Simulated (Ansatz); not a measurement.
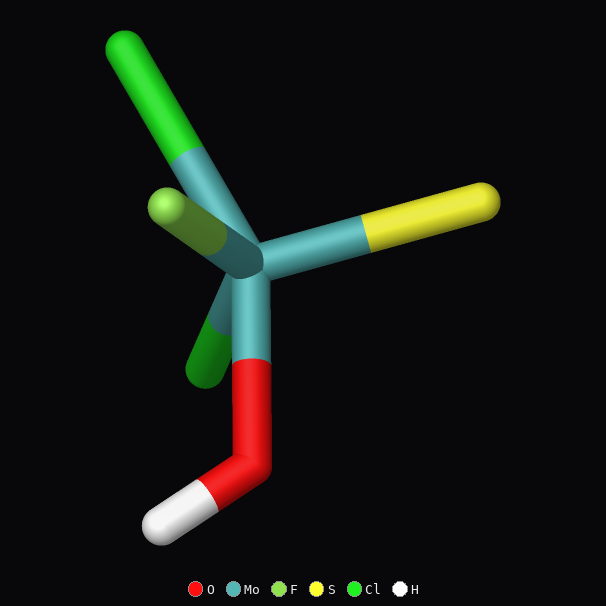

The species is neutral and a spin singlet. The geometry was computed by an optimisation with PBE0-D4/def2-TZVP.

Count the atoms of each element.

Cl₂FHMoOS, 7 atoms: 2 chlorine, 1 fluorine, 1 hydrogen, 1 molybdenum, 1 oxygen and 1 sulfur.

How many atoms are distinct by symmetry?

7: 1 O, 1 Mo, 1 F, 1 S, 1 Cl, 1 Cl, 1 H.

Give a SMILES string for it.

[OH][Mo]([F])(=[S])([Cl])[Cl]

More results for the same structure follow; atom numbers are the same in all pictures, views and colours differ.

## Shape

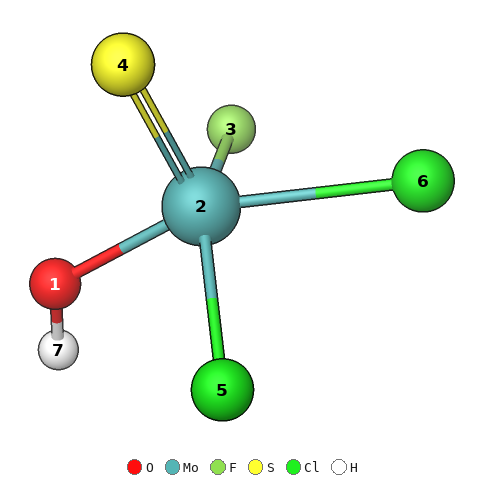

Numbered structure.

Give these bond angles: Mo2–O1–H7, O1–Mo2–F3, O1–Mo2–S4, O1–Mo2–Cl5, O1–Mo2–Cl6, F3–Mo2–S4, F3–Mo2–Cl5, F3–Mo2–Cl6, S4–Mo2–Cl5, S4–Mo2–Cl6, Cl5–Mo2–Cl6.

| angle | degrees |
| --- | --- |
| Mo2–O1–H7 | 124.9 |
| O1–Mo2–F3 | 86.2 |
| O1–Mo2–S4 | 104.0 |
| O1–Mo2–Cl5 | 88.3 |
| O1–Mo2–Cl6 | 152.1 |
| F3–Mo2–S4 | 107.9 |
| F3–Mo2–Cl5 | 146.9 |
| F3–Mo2–Cl6 | 83.4 |
| S4–Mo2–Cl5 | 105.2 |
| S4–Mo2–Cl6 | 103.7 |
| Cl5–Mo2–Cl6 | 86.5 |

## Charges

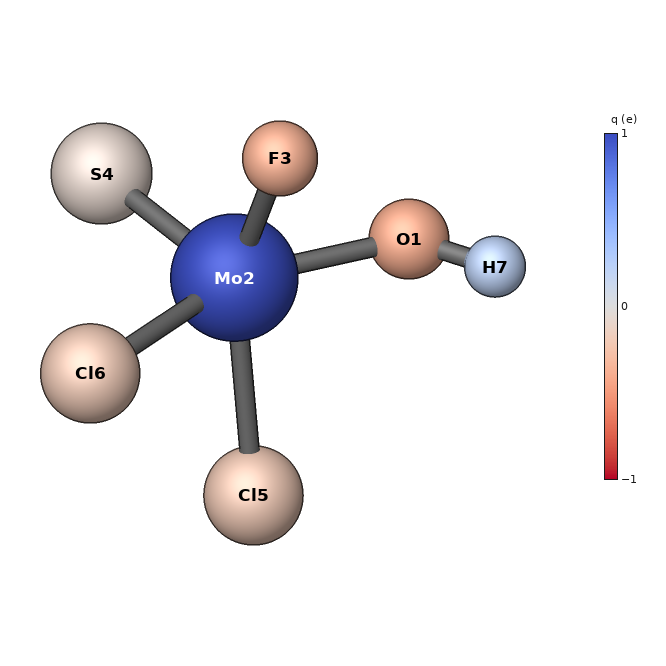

Atoms are coloured by their Mulliken charges. Properties computed with RKS ωB97M-V/def2-TZVPP, core potentials on Mo (Ansatz 0.2.0).

Which atom carries the highest charge (most positive or least negative)?

Mo2 (0.98 e).

And the lowest?

O1 (−0.38 e).

List the Mulliken charges.

```
atom  value (e)
  O1      −0.38
 Mo2       0.98
  F3      −0.35
  S4      −0.08
 Cl5      −0.20
 Cl6      −0.18
  H7       0.21
```

## Dipole moment

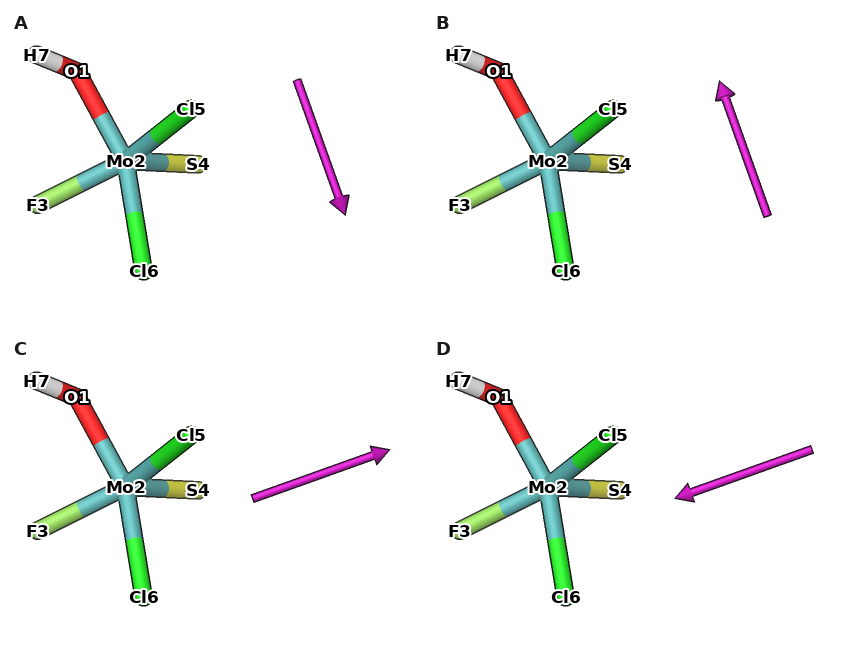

The same molecule four times, each with an arrow. Properties computed with RKS B3LYP-D4/def2-TZVPP, core potentials on Mo (Ansatz 0.2.0).

Which arrow points along the dipole moment, from the negative to the positive end?

B. The dipole moment is 1.84 D; it points from the side of Cl6 to the side of H7 (the outermost atoms at the two ends).

## Electronic properties

Properties computed with RKS SPW92 (LDA)/def2-TZVPP, core potentials on Mo (Ansatz 0.2.0).

Estimate the LUMO energy (Kohn–Sham orbital).

−5.15 eV.

What is the HOMO energy (Kohn–Sham orbital)?

−7.50 eV.

## Vibrations

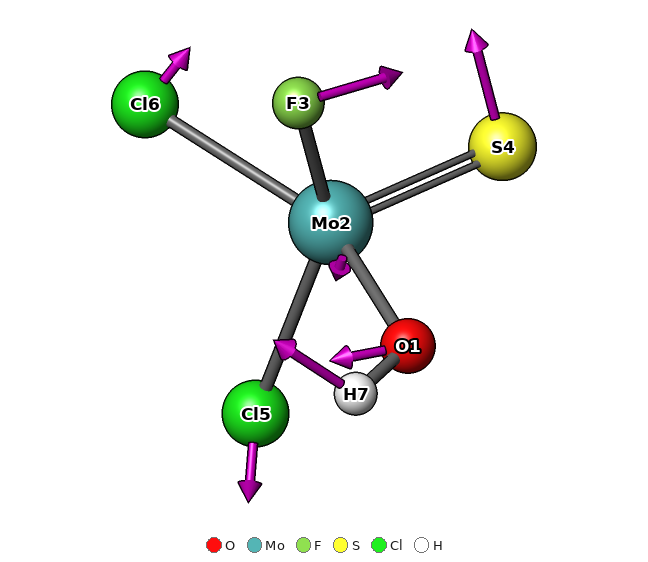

The arrows show one normal mode. Harmonic vibrations computed with RKS PBE0-D4/def2-TZVP, core potentials on Mo (Ansatz 0.2.0) at a stationary point of the same level.

What kind of motion is it?

Mostly angle bending.

Estimate its harmonic wavenumber.

189 cm⁻¹; it is mode 4 of 15 counted from the lowest.

Mulliken values depend strongly on the basis set and can even reverse the polarity of a bond.
